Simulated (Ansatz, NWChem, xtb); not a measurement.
# Ligand exchange: InH3 + SiH3Br → SiH3(InH2) + HBr

Gas-phase species: InH3 `[InH3]`, singlet; SiH3Br `[SiH3]Br`, singlet; SiH3(InH2), singlet; HBr (hydrogen bromide), singlet. The partners trade H for SiH3: In–H and Br–SiH3 bonds give way to In–SiH3 and Br–H.

Shapes, held fixed at every level: PBE0-D4/def2-TZVP. Programs: Ansatz 0.2.0, NWChem 7.3.0, xtb 6.7.1. Electronic energies: no zero-point or thermal term.

| level | kind | ΔE (kJ/mol) | less CCSD(T)/def2-TZVPP |
| --- | --- | --- | --- |
| GFN2-xTB | semi-empirical | +104.5 | +48.2 |
| SPW92/def2-TZVPP | LDA | +46.7 | -9.6 |
| r2SCAN-D4/def2-TZVPP | meta-GGA | +58.5 | +2.2 |
| PBE0/def2-SVP | global hybrid | +46.4 | -9.9 |
| PBE0-D4/def2-TZVPP | global hybrid | +53.8 | -2.5 |
| r2SCAN0-D4/def2-TZVPP | global hybrid | +60.9 | +4.6 |
| MP2/def2-TZVPP | perturbation theory | +62.2 | +5.9 |
| CCSD/def2-TZVPP | coupled cluster or CI | +58.0 | +1.7 |
| CCSD(T)/def2-TZVPP | coupled cluster or CI | +56.3 | 0.0 |

The highest level, CCSD(T)/def2-TZVPP, gives ΔE = +56.3 kJ/mol; the levels span +46.4 to +104.5. The column of differences is taken from that level and isn't an error. No measured value is set beside it here. For atoms past krypton def2 sets carry core potentials with scalar relativity. Relativity is left out for Br. Outer-core shells of Br, In are correlated, in sets that cover them unevenly.

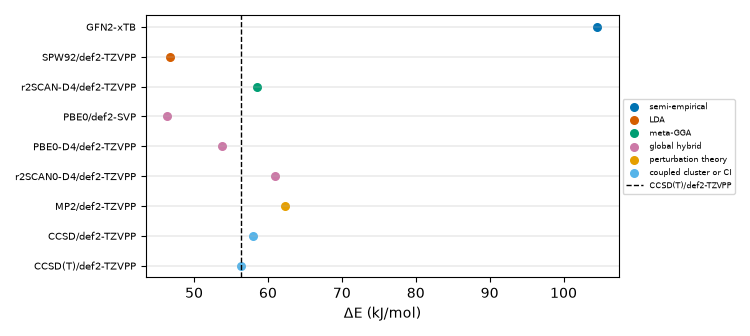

The values of the table, level by level.
